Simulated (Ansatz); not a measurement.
# UPBE-QIDH/aug-cc-pVDZ run of GaCl2O (SMILES [O][Ga]([Cl])[Cl])

What is the vertical electron affinity of GaCl2O at UPBE-QIDH/aug-cc-pVDZ? 

Program for the calculation: Ansatz 0.2.0.

47 further runs of the same task are left out: 5 that didn't finish, 42 set aside as unsound or not needed.

### Step 1. The molecule

The species is GaCl2O (4 atoms), meant as a doublet with charge 0. SMILES: `[O][Ga]([Cl])[Cl]`. Geometry: relaxed at PBE0-D4/def2-TZVP.

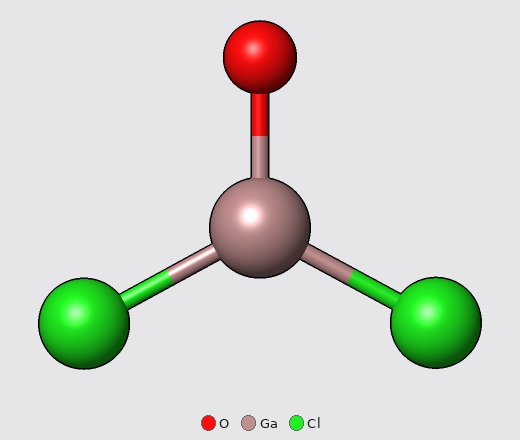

The structure, seen from a chosen angle (oxygen red, gallium pink, chlorine green).

### Step 2. A single-point energy at UPBE-QIDH/aug-cc-pVDZ

input.yaml reads:

```yaml
basis:
  gaussian: {orbitals: aug-cc-pVDZ}
crystal:
  periodic: [false, false, false]
  atoms:
    - symbol: O
      position_ang: [0.746300, 1.055700, 1.312100]
    - symbol: Ga
      position_ang: [0.035800, 0.016900, 0.034200]
    - symbol: Cl
      position_ang: [0.760400, -1.952900, -0.180900]
    - symbol: Cl
      position_ang: [-1.486800, 0.819800, -1.185700]
magnetization: {spin_polarized: true, initial_magnetization: 1}
hamiltonian: {xc: {name: PBE-QIDH}}
correlation: {frozen_orbitals: {Cl: 5, Ga: 9, O: 1}}
accuracy: high
output: {orbitals: {seedname: orbitals}}
```

On the command line:

```console
$ ansatz run input.yaml --threads 1 --pin off --max-ram 3480MiB --events-out events.jsonl --progress --plain --runs-dir runs
```

Standard output:

```text
Warning: RAYON_NUM_THREADS=1 ignored (pool sized by the plan → 1); use --threads N
Functional definition: PBE-QIDH
  name "PBE-QIDH"
  parameter a = 3^(-1/3)
  parameter c = 1/3
  exchange = (1 - a)*pbe_x + a*exact_x
  correlation = (1 - c)*pbe_c + c*(mp2_os + mp2_ss)
2216 factors; integrals over basis functions are off by at most 3.7e-9 eV
mean field evaluation 1: about -79418.5913 eV, gradient 4.4e1 eV
mean field evaluation 2: about -79418.6010 eV, gradient 4.4e1 eV
mean field evaluation 4: about -79428.8222 eV, gradient 7.0e0 eV
mean field evaluation 8: about -79432.4961 eV, gradient 3.7e-1 eV
mean field evaluation 16: about -79432.4977 eV, gradient 4.5e-3 eV
mean field evaluation 32: about -79432.4118 eV, gradient 3.9e-1 eV
mean field evaluation 64: about -79417.4218 eV, gradient 1.4e1 eV
mean field evaluation 96: about -79431.4587 eV, gradient 6.3e0 eV
mean field -79432.49774283 eV, -2919.0904507682 hartree, gradient 1.9e-8 eV, S^2 0.756538; 4 other end points of the search recorded, 0 dependent functions left out
20 core orbitals not correlated: weight in the atoms' cores, before any rotation towards them, 1.000 or more for the frozen orbitals, at most 0.000 for the correlated occupied ones
reference -79432.49774455 eV, -2919.0904508313 hartree; 17, 16 occupied and 76, 77 virtual orbitals, 2216 factors
second order -16.11244368 eV of doubles, -0.00000000 eV of singles
Total energy: -79437.86855911 eV, -2919.2878246260 hartree
```

It took 95 s on 1 thread of Arm Neoverse V2, shared host; peak memory 0.91 GiB.

### Step 3. The singlet anion, same level

run.yaml reads:

```yaml
crystal:
  periodic: [false, false, false]
  atoms:
    - {symbol: O, position_ang: [0.746300, 1.055700, 1.312100]}
    - {symbol: Ga, position_ang: [0.035800, 0.016900, 0.034200]}
    - {symbol: Cl, position_ang: [0.760400, -1.952900, -0.180900]}
    - {symbol: Cl, position_ang: [-1.486800, 0.819800, -1.185700]}
basis:
  gaussian:
    orbitals: aug-cc-pVDZ
correlation:
  frozen_orbitals: {Cl: 5, Ga: 9, O: 1}
total_charge: -1
output: {orbitals: {seedname: orbitals}}
hamiltonian:
  xc: {name: PBE-QIDH}
accuracy: high
```

On the command line:

```console
$ ansatz run run.yaml --threads 1 --pin off --max-ram 3480MiB --events-out events.jsonl --progress --plain --runs-dir runs
```

Standard output (excerpt; [...] marks lines left out):

```text
Warning: RAYON_NUM_THREADS=1 ignored (pool sized by the plan → 1); use --threads N
[... 2 set-up lines as earlier in the session ...]
[...]
2216 factors; integrals over basis functions are off by at most 3.7e-9 eV
[...]
mean field -79434.59902660 eV, -2919.1676715224 hartree, gradient 2.0e-8 eV, S^2 0.000000; 0 other end points of the search recorded, 0 dependent functions left out
20 core orbitals not correlated: weight in the atoms' cores, before any rotation towards them, 1.000 or more for the frozen orbitals, at most 0.000 for the correlated occupied ones
reference -79434.59902789 eV, -2919.1676715697 hartree; 17, 17 occupied and 76, 76 virtual orbitals, 2216 factors
second order -19.19498036 eV of doubles, -0.00000000 eV of singles
Total energy: -79440.99735467 eV, -2919.4028057422 hartree
```

It took 31 s on 1 thread of Arm Neoverse V2, shared host; peak memory 0.46 GiB.

### Step 4. Results

Level: UPBE-QIDH/aug-cc-pVDZ, 20 core orbitals frozen.

| quantity | value |
| --- | --- |
| doublet GaCl2O: total energy | -2919.28782 Eh |
| doublet GaCl2O: HOMO energy (SCF part's orbitals) (highest over α and β) | -11.99 eV |
| doublet GaCl2O: LUMO energy (SCF part's orbitals) (lowest over α and β) | -1.29 eV |
| doublet GaCl2O: ⟨S²⟩ | 0.757 |
| singlet anion: total energy | -2919.40281 Eh |
| singlet anion: HOMO energy (SCF part's orbitals) | -3.63 eV |
| singlet anion: LUMO energy (SCF part's orbitals) | 3.46 eV |
| singlet anion: HOMO–LUMO gap (to an unbound level, set by the basis) | 7.09 eV |
| vertical electron affinity (to the singlet anion) | 3.129 eV |

**Reading.** At fixed nuclei the extra electron is bound by 3.13 eV (302 kJ/mol).
